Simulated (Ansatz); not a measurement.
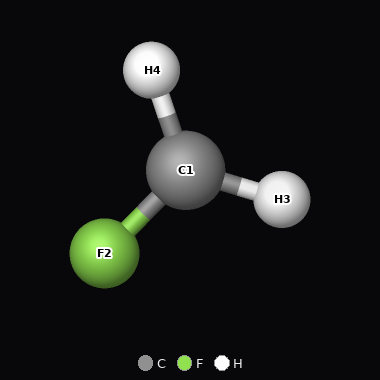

The system is CH2F, SMILES [CH2+]F, charge +1; the picture shows the grid point nearest to the relaxed geometry. Two internal coordinates are moved rigidly from the geometry relaxed at PBE0-D4/def2-TZVP, all others fixed. Coordinates scanned: (1) bond C1–H3; (2) bond C1–H4. The grid has 7 × 7 points. Points are written as (first, second). All energies are given in eV relative to the lowest grid point. All numbers below come from Ansatz, RKS PBE-D4/def2-TZVPP.

Its coordinates:

```xyz
4

C    -0.0400   -0.0285   -0.0271
F     0.8338    0.5944    0.5645
H    -0.6580    0.5189   -0.6919
H    -0.1155   -1.1272    0.1823
```

Range: bond C1–H3 from 0.944 to 1.427 Å; bond C1–H4 from 0.988 to 1.317 Å.

### Predict the map.

The lowest grid point is at (1.140 Å, 1.121 Å). The bottom of the well lies between grid points, at about (1.105 Å, 1.105 Å), about 0.023 eV lower on the interpolated surface. It is the only kind of minimum in the scanned range. The highest grid point, (1.427 Å, 1.317 Å), lies 1.37 eV above the lowest. Round the minimum the contours are nearly round: the two directions are equally stiff and uncoupled.

```
bond C1–H4 ↓, bond C1–H3 →  0.944  0.991  1.060  1.140  1.229  1.325  1.427
                     1.317   1.03   0.72   0.50   0.48   0.64   0.96   1.37
                     1.248   0.79   0.49   0.26   0.24   0.41   0.73   1.14
                     1.182   0.63   0.32   0.09   0.08   0.25   0.57   0.98
                     1.121   0.55   0.24   0.02   0.00   0.17   0.49   0.91
                     1.067   0.57   0.26   0.04   0.02   0.20   0.52   0.94
                     1.020   0.67   0.37   0.15   0.13   0.31   0.63   1.05
                     0.988   0.81   0.50   0.28   0.27   0.45   0.77   1.19
```

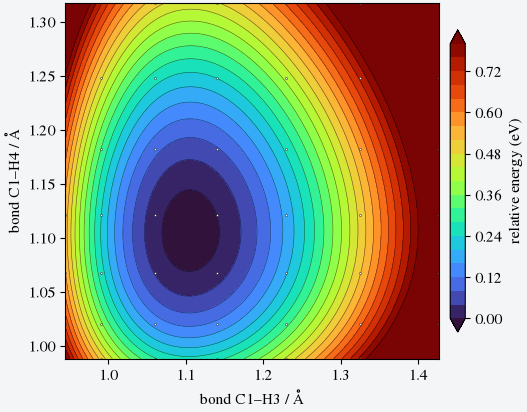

In the figure: filled contours, dots at the grid points, one colour for all values above the top of the scale. Between grid points the surface is interpolated.
